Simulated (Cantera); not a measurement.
A closed system holds: 1 mol SF6, 0.2 mol H2, held at 17.0 bar.

These are equilibrium values from Cantera (NASA tables, ideal gas, pure condensed phases), not measurements of a reactor. Candidate condensed phases: S; 24 gas species. The tables' values for SF5, SF3 are old estimates; treat these amounts as uncertain. Equilibrium is a limit: real reactors are often held back by kinetics, nucleation or transport.

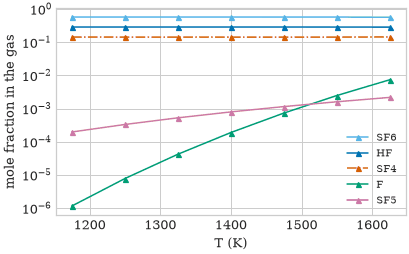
*Equilibrium gas composition (values under 1e-9 drawn at 1e-9)*

From 1175 K to 1625 K nothing is condensed.
